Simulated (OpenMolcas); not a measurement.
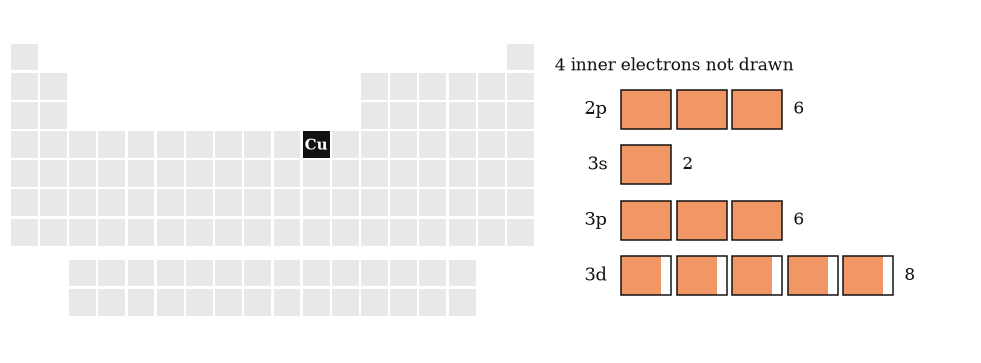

Fig. 1: Left, the place of copper in the periodic table; right, the outer shells of the leading configuration of the lowest level: a box for each of the 2l + 1 orbitals, shaded by the share of the shell that is filled, with the electron count at the right.

**Cu³⁺ complex: multiconfigurational calculation (part 1 of 2)**

Cu³⁺ with 6 ligands (Br; octahedron, 2.31 Å), neutralised by 6 outer point charges of +0.5 e, whose field is part of the energies. Computed at this level: state-averaged CASSCF, active space 8 electrons in the shell 3d, basis ANO-RCC-VTZP on the metal and ANO-RCC-VDZP on the ligands, DKH2 scalar Hamiltonian, spin-orbit coupling by RASSI with atomic mean-field integrals (OpenMolcas).

### Key numbers

```
                                 quantity                                                                 value
                                  outcome                                                             converged
      energy of the lowest spin-free term                                                  −17279.80741 hartree
    energy of the lowest spin-orbit level                                                  −17279.80779 hartree
largest spread among components of a term                                                              0.0 cm⁻¹
                                 hardware  1 thread of Arm Neoverse N1, 24 GiB of memory available, shared host
                                wall time                                                               2.9 min
                              peak memory                                                              0.28 GiB
```

### Notes

Without dynamic correlation the splittings between terms come out too large, often by 20 to 50 %. Limits: covalent bonds, ligand orbitals missing from the active space; distances are set from ionic radii, not optimised.

### Input file
```
&GATEWAY
Coord
7

Cu 0.0 0.0 0.0
Br 2.310000 0.000000 0.000000
Br 0.000000 2.310000 0.000000
Br -2.310000 0.000000 0.000000
Br 0.000000 -2.310000 0.000000
Br 0.000000 0.000000 2.310000
Br 0.000000 0.000000 -2.310000
Basis=Cu.ANO-RCC-VTZP,Br.ANO-RCC-VDZP
Group=XYZ
NoMove
AngMom=0.0 0.0 0.0
AMFI
RICD
XField
3 Angstrom 0
5.510000 0.000000 0.000000 0.500000
0.000000 5.510000 0.000000 0.500000
0.000000 0.000000 5.510000 0.500000
&SEWARD
&RASSCF
FileOrb=start.orb
Symmetry=1
Spin=3
nActEl=8 0 0
Inactive=57 60
Ras2=5 0
CIRoot=10 10 1
SDav=10
CIMx=300
Iter=150 100
PrWF=0.3
OrbListing=Nothing
MaxOrb=0
LevShft=1.0
>>> COPY $Project.JobIph JOB001
&RASSCF
FileOrb=start.orb
Symmetry=1
Spin=1
nActEl=8 0 0
Inactive=57 60
Ras2=5 0
CIRoot=15 15 1
SDav=15
CIMx=300
Iter=150 100
PrWF=0.3
OrbListing=Nothing
MaxOrb=0
LevShft=1.0
>>> COPY $Project.JobIph JOB002
&RASSI
NrOfJobIphs=2 10 15
1 2 3 4 5 6 7 8 9 10
1 2 3 4 5 6 7 8 9 10 11 12 13 14 15
IphNames
JOB001
JOB002
EJob
SpinOrbit
DIPRint=1.0
SOCoupling=1000.0
Subsets=2
Property=9
'ANGMOM' 1 'ANGMOM' 2 'ANGMOM' 3 'MLTPL  1' 1 'MLTPL  1' 2 'MLTPL  1' 3
'AMFI' 1 'AMFI' 2 'AMFI' 3
SOProperty=3
'ANGMOM' 1 'ANGMOM' 2 'ANGMOM' 3
```

The file start.orb holds starting orbitals from an earlier step. A driver script formed the levels outside the program, from RASSI's spin-orbit matrix and the active-space energies, averaged over the components of each term or state.

Command:
```bash
OMP_NUM_THREADS=1 MOLCAS_MEM=2457 MOLCAS_PROJECT=a pymolcas a.inp > a.log  # once for each step of the input, in one work folder
```

### Log (extracts)
```
--- SEWARD ---
Basis set label: CU.ANO-RCC...6S5P3D2F1G.

      Electronic valence basis set:
      ------------------
      Associated Effective Charge  29.000000 au
      Associated Actual Charge     29.000000 au
      Nuclear Model: Point charge

      Shell  nPrim  nBasis  Cartesian Spherical Contaminant
         s      21       6        X
         p      15       5        X
         d      10       3                 X
         f       6       2                 X
         g       4       1                 X
                  Relativistic Douglas-Kroll-Hess integrals:
                    - DKH order of Hamiltonian: 2
                    - DKH order of Properties : 0
                  Atomic mean-field integrals
--- RASSCF ---
Wave function specifications:
      -----------------------------

      Number of closed shell electrons         234
      Number of electrons in active shells       8
      Max number of holes in RAS1 space          0
      Max nr of electrons in RAS3 space          0
      Number of inactive orbitals              117
      Number of active orbitals                  5
      Number of secondary orbitals              99
      Spin quantum number                      1.0
      State symmetry                             1
Orbital specifications:
      -----------------------

      Symmetry species                           1   2
                                                ag  au
      Frozen orbitals                            0   0
      Inactive orbitals                         57  60
      Active orbitals                            5   0
      RAS1 orbitals                              0   0
      RAS2 orbitals                              5   0
      RAS3 orbitals                              0   0
      Secondary orbitals                        49  50
      Deleted orbitals                           0   0
      Number of basis functions                111 110
      Number of CSFs                            10
      Number of root(s) required                10
      Iter CI   SX   CI       RASSCF       Energy    max ROT     max BLB   max BLB  Level Ln srch  Step   QN
          iter iter root      energy       change     param      element    value   shift minimum  type update
 Nr of preliminary CI iterations:   1
      Total energies have been shifted. Add               -17000.00 au
        1   1   16    0  -278.79919094    0.00E+00  -7.59E-02   62  68 1  6.33E-01*  2.19   0.00    SX    NO
        2   1   18    0  -279.41313897   -6.14E-01* -8.29E-02   13  61 2  2.02E-01*  1.71   0.00    SX    NO
        3   1   17    0  -279.60718865   -1.94E-01* -7.51E-02   13  61 2  1.19E-01*  1.58   0.00    SX    NO
        4   1   17    0  -279.67548706   -6.83E-02* -5.24E-02   13  61 2  6.37E-02*  1.47   0.00    SX    NO
        5   1   16    0  -279.70303306   -2.75E-02* -5.91E-02   13  61 2  3.55E-02*  1.42   2.50    LS   YES
        6   1   16    0  -279.71925091   -1.62E-02* -4.32E-02   60  72 1 -2.16E-02*  1.35   1.49    QN   YES
        7   1   15    0  -279.72559157   -6.34E-03* -2.82E-02   60  66 1 -1.57E-02*  1.32   1.74    LS   YES
        8   1   15    0  -279.72696172   -1.37E-03* -1.34E-02   59  65 1 -1.78E-02*  1.30   1.13    QN   YES
        9   1   15    0  -279.72874142   -1.78E-03* -1.10E-02   13  61 2 -7.57E-03*  1.31   1.86    LS   YES
       10   1   15    0  -279.72921955   -4.78E-04* -1.41E-02   62  68 1  1.15E-02*  1.32   1.05    QN   YES
       11   1   15    0  -279.72979435   -5.75E-04* -1.80E-02    3  84 1 -6.97E-03*  1.31   1.49    QN   YES
       12   1   14    0  -279.73015239   -3.58E-04*  1.64E-02    6  73 2  4.64E-03*  1.30   1.64    QN   YES
       13   1   13    0  -279.73032648   -1.74E-04*  1.07E-02   60  66 1 -1.98E-03*  1.29   1.58    QN   YES
       14   1   13    0  -279.73040300   -7.65E-05* -4.91E-03   60  66 1 -1.19E-03*  1.28   1.54    QN   YES
       15   1   12    0  -279.73043113   -2.81E-05* -9.74E-04    4  71 2 -7.96E-04*  1.28   1.40    QN   YES
       16   1   11    0  -279.73043842   -7.29E-06*  2.74E-04    4  61 2  3.46E-04*  1.28   1.38    QN   YES
       17   1   10    0  -279.73044008   -1.67E-06*  8.59E-05   46  63 2  1.58E-04*  1.28   1.33    QN   YES
       18   1    9    0  -279.73044042   -3.34E-07* -8.25E-05   46  63 2  8.02E-05   1.28   1.36    QN   YES
       19   1    8    0  -279.73044050   -8.36E-08* -7.31E-05   46 105 2  4.26E-05   1.28   1.43    QN   YES
       20   1    7    0  -279.73044053   -2.50E-08* -2.37E-05   31  85 2 -1.88E-05   1.28   1.40    QN   YES
       21   1    7    0  -279.73044053   -6.77E-09  -6.12E-06    6  73 2 -1.05E-05   1.28   1.28    QN   YES
      Convergence after 21 iterations
       22   1    7    0  -279.73044053   -1.54E-09  -6.12E-06   52 109 1  5.19E-06   1.28   1.28    QN   YES
      Natural orbitals and occupation numbers for root  1
      sym 1:   2.000000   2.000000   1.000000   2.000000   1.000000
      Natural orbitals and occupation numbers for root  2
      sym 1:   1.000307   1.999693   1.000307   2.000000   1.999693
      Natural orbitals and occupation numbers for root  3
      sym 1:   2.000000   1.000462   1.000462   1.999538   1.999538
::    RASSCF root number  1 Total energy: -17279.80740939
::    RASSCF root number  2 Total energy: -17279.77072332
::    RASSCF root number  3 Total energy: -17279.77072332
::    RASSCF root number  4 Total energy: -17279.77072332
::    RASSCF root number  5 Total energy: -17279.73342309
::    RASSCF root number  6 Total energy: -17279.73342309
::    RASSCF root number  7 Total energy: -17279.73342309
::    RASSCF root number  8 Total energy: -17279.66151890
::    RASSCF root number  9 Total energy: -17279.66151890
::    RASSCF root number 10 Total energy: -17279.66151890
--- RASSCF ---
Wave function specifications:
      -----------------------------

      Number of closed shell electrons         234
      Number of electrons in active shells       8
      Max number of holes in RAS1 space          0
      Max nr of electrons in RAS3 space          0
      Number of inactive orbitals              117
      Number of active orbitals                  5
      Number of secondary orbitals              99
      Spin quantum number                      0.0
      State symmetry                             1
Orbital specifications:
      -----------------------

      Symmetry species                           1   2
                                                ag  au
      Frozen orbitals                            0   0
      Inactive orbitals                         57  60
      Active orbitals                            5   0
      RAS1 orbitals                              0   0
      RAS2 orbitals                              5   0
      RAS3 orbitals                              0   0
      Secondary orbitals                        49  50
      Deleted orbitals                           0   0
      Number of basis functions                111 110
      Number of CSFs                            15
      Number of root(s) required                15
      Iter CI   SX   CI       RASSCF       Energy    max ROT     max BLB   max BLB  Level Ln srch  Step   QN
          iter iter root      energy       change     param      element    value   shift minimum  type update
 Nr of preliminary CI iterations:   1
      Total energies have been shifted. Add               -17000.00 au
        1   1   10    0  -279.65534356    0.00E+00   1.86E-02   58  64 1 -1.40E-02*  1.34   0.00    SX    NO
        2   1   11    0  -279.65673787   -1.39E-03* -1.64E-02   58  64 1 -9.10E-03*  1.33   0.00    SX    NO
        3   1   12    0  -279.65779129   -1.05E-03* -1.45E-02   58  64 1 -7.29E-03*  1.33   0.00    SX    NO
        4   1   12    0  -279.65862623   -8.35E-04* -1.30E-02   54  58 1 -6.16E-03*  1.32   0.00    SX    NO
        5   1   12    0  -279.65930057   -6.74E-04* -8.20E-02   54  58 1 -5.54E-03*  1.31   2.50    QN   YES
        6   1   12    0  -279.66205530   -2.75E-03* -3.91E-02   60  66 1 -4.83E-03*  1.27   1.56    LS   YES
        7   1   12    0  -279.66244469   -3.89E-04* -9.69E-03   60  66 1 -7.14E-03*  1.25   1.16    QN   YES
        8   1   11    0  -279.66255601   -1.11E-04*  3.82E-03   58  64 1  4.02E-03*  1.25   1.05    QN   YES
        9   1   10    0  -279.66260008   -4.41E-05*  1.70E-03   58  64 1  1.61E-03*  1.25   1.67    QN   YES
       10   1   10    0  -279.66262101   -2.09E-05*  8.29E-04   58  70 1  7.90E-04*  1.25   1.29    QN   YES
       11   1    9    0  -279.66262470   -3.69E-06*  4.45E-04   58  64 1 -3.93E-04*  1.25   1.41    QN   YES
       12   1    9    0  -279.66262571   -1.01E-06*  1.48E-04   58  64 1 -2.39E-04*  1.25   1.38    QN   YES
       13   1    8    0  -279.66262597   -2.63E-07*  1.07E-04   58  70 1 -1.05E-04*  1.25   1.38    QN   YES
       14   1    7    0  -279.66262604   -6.79E-08* -7.57E-05   58  70 1 -5.00E-05   1.25   1.34    QN   YES
       15   1    6    0  -279.66262606   -1.86E-08*  5.83E-05   50  66 1  1.90E-05   1.25   1.44    QN   YES
       16   1    6    0  -279.66262607   -7.24E-09   3.32E-05   49  68 1 -1.71E-05   1.25   1.24    QN   YES
      Convergence after 16 iterations
       17   1    6    0  -279.66262607   -1.96E-09   3.32E-05   58  70 1  8.68E-06   1.25   1.24    QN   YES
      Natural orbitals and occupation numbers for root  1
      sym 1:   1.993455   1.998737   1.004933   1.997942   1.004933
      Natural orbitals and occupation numbers for root  2
      sym 1:   1.999968   1.994686   1.004933   1.995480   1.004933
      Natural orbitals and occupation numbers for root  3
      sym 1:   1.968006   1.968006   1.047991   1.968006   1.047991
::    RASSCF root number  1 Total energy: -17279.76172443
::    RASSCF root number  2 Total energy: -17279.76172443
::    RASSCF root number  3 Total energy: -17279.72370637
::    RASSCF root number  4 Total energy: -17279.70499875
::    RASSCF root number  5 Total energy: -17279.70499875
::    RASSCF root number  6 Total energy: -17279.70499875
::    RASSCF root number  7 Total energy: -17279.68590587
::    RASSCF root number  8 Total energy: -17279.68590587
::    RASSCF root number  9 Total energy: -17279.68590587
::    RASSCF root number 10 Total energy: -17279.60327768
::    RASSCF root number 11 Total energy: -17279.60327768
::    RASSCF root number 12 Total energy: -17279.60327768
::    RASSCF root number 13 Total energy: -17279.60243427
::    RASSCF root number 14 Total energy: -17279.60243427
::    RASSCF root number 15 Total energy: -17279.50482032
```

(Continued in part 2.)
